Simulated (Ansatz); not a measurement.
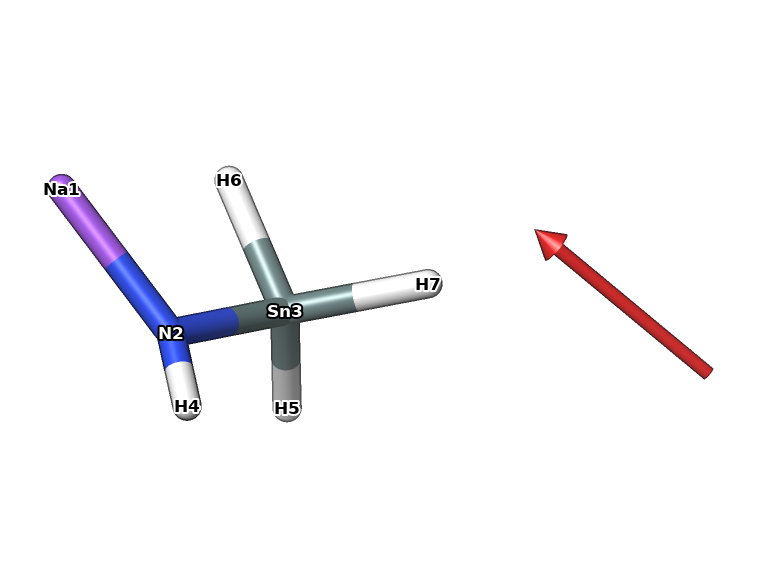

The arrow beside the molecule shows the direction of the dipole moment, from the negative to the positive end (its length means nothing). Computed geometry: PBE0-D4/def2-TZVP optimisation. No frequency run is at hand to confirm it as a minimum. Method: RKS PBE0-D4/def2-TZVP, core potentials on Sn (Ansatz 0.2.0).

Q: How large is the dipole moment?

A: 6.57 D; it points from the side of H5, H7 to the side of Na1 (the outermost atoms at the two ends).
